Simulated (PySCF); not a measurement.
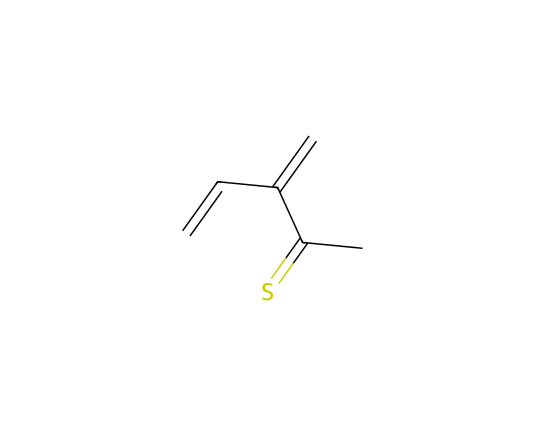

The computed structure is the end point of a GFN2-xTB optimisation. No frequency run is at hand to confirm it as a minimum. Level of theory: ωB97X-D/def2-SVPD, gas phase (PySCF 2.14.0). Excitations: vertical, linear response.

What does the calculation give?

The species is C6H8S (`C=CC(=C)C(C)=S`).
- dipole moment: 2.67 D
- HOMO energy (Kohn–Sham orbital): −8.10 eV
- LUMO energy (Kohn–Sham orbital): −0.77 eV
- HOMO–LUMO gap: 7.33 eV
- mean static polarisability: 95.7 bohr³
- lowest vertical singlet excitation: 2.19 eV
- its oscillator strength: 0.000
- brightest of the 8 lowest singlets: 5.83 eV
- its oscillator strength: 0.33
